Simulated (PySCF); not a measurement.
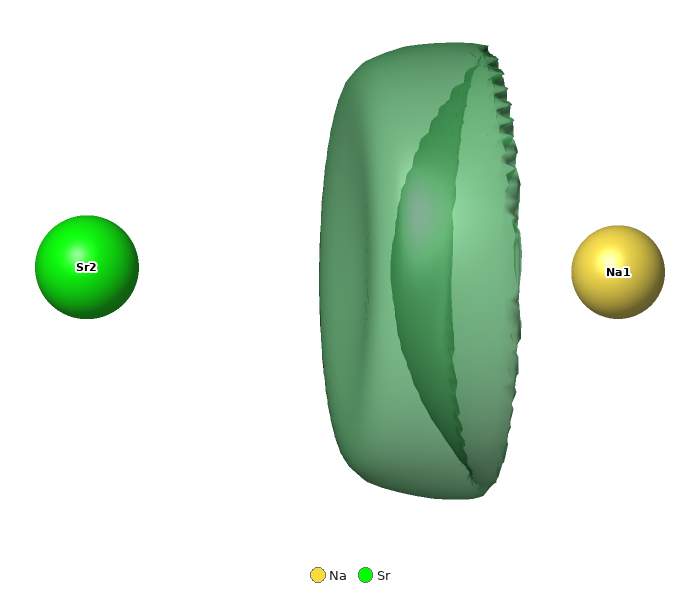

NaSr (doublet). Isosurface of the ELF at 0.85 (green), seen from one side. Core shells and regions of very low density are left out.

Core potentials replace the inner electrons of Sr.

All numbers below come from PBE0/def2-SVP, non-relativistic Hamiltonian with scalar-relativistic core potentials where named, at a bond length of 3.910 Å in PySCF 2.14.0.

```xyz
2

Na    0.0000    0.0000   -3.0994
Sr    0.0000    0.0000    0.8106
```

What do the ELF domains correspond to?

Answer. At this value the surface marks out one lobe of the valence shell of Na pointing towards Sr (polar bonds). Profiles from the grid: Na–Sr (3.91 Å): the ELF peaks at about 0.90 between the atoms.
